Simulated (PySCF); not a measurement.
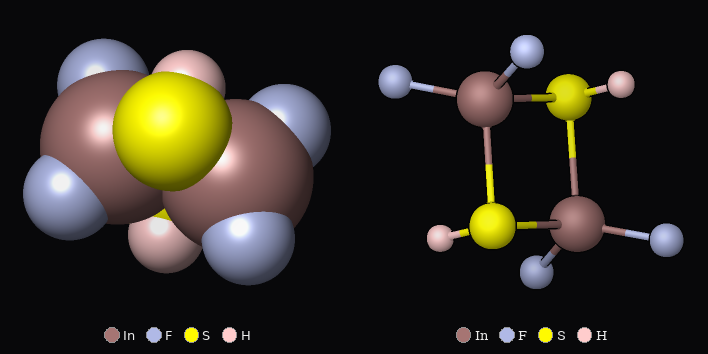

Two views of one molecule.

Computed geometry: PBE0-D3(BJ)/def2-SVP optimisation. No frequency run is at hand to confirm it as a minimum.

Q: Which formula does it have?

A: F₄H₂In₂S₂, 10 atoms: 4 fluorine, 2 hydrogen, 2 indium and 2 sulfur.

Q: Count the bonded pairs by element.

A: 4 F–In, 4 In–S, 2 S–H. Sticks follow a distance rule.
